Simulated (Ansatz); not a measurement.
# CH7AlSeSi: the cost of one run

The runs use Ansatz 0.2.0, Gaussian basis; functionals in def2-TZVPP, the program's frozen cores in correlated methods.

Levels to be run: PBE-D4, r2SCAN-D4, PBE0-D4, B3LYP-D4, ωB97X-V, ωB97M-V, B2PLYP; CCSD(T)/def2-TZVPP; MP2/def2-QZVPP; extrapolation to the limit.

### Step 1. Structure used throughout

An earlier PBE0-D4 in a triple-zeta def2 set relaxation fixed the geometry.

11 atoms, charge 0, spin multiplicity 1.

Atoms are counted from 1 here; the program's logs count them from 0.

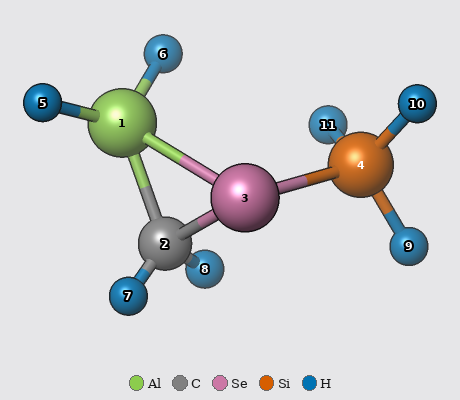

The structure; aluminium green, carbon grey, selenium pink, silicon orange, hydrogen blue; atoms are numbered from 1 in the order of the file.

### Step 2. PBE-D4 (GGA)

Contents of in.yaml:

```yaml
crystal:
  periodic: [false, false, false]
  atoms:
    - {symbol: Al, position_ang: [0.142215, 1.822816, -0.514943]}
    - {symbol: C, position_ang: [-1.318734, 0.690337, 0.139197]}
    - {symbol: Se, position_ang: [0.118921, 0.081299, 1.419389]}
    - {symbol: Si, position_ang: [0.797265, -1.751405, 0.227760]}
    - {symbol: H, position_ang: [0.276752, 3.271559, 0.113623]}
    - {symbol: H, position_ang: [1.034239, 1.294219, -1.713925]}
    - {symbol: H, position_ang: [-2.105309, 1.101171, 0.769380]}
    - {symbol: H, position_ang: [-1.689368, -0.176966, -0.403669]}
    - {symbol: H, position_ang: [-0.167610, -2.855938, 0.457653]}
    - {symbol: H, position_ang: [2.137620, -2.123231, 0.739856]}
    - {symbol: H, position_ang: [0.839410, -1.410960, -1.213720]}
basis:
  gaussian: {orbitals: def2-TZVPP}
hamiltonian: {xc: pbe, dispersion: d4}
output: {forces: true, orbitals: {seedname: orbitals}}
```

The run is started by

```
> ansatz run in.yaml --threads 4 --pin off --events-out ev --progress --plain --max-ram 10444MiB
```

**Question.** How long does this run take on 4 threads of Arm Neoverse N1, shared host, and how much memory does it need?

About 5.5 s, with a peak of 0.39 GiB.
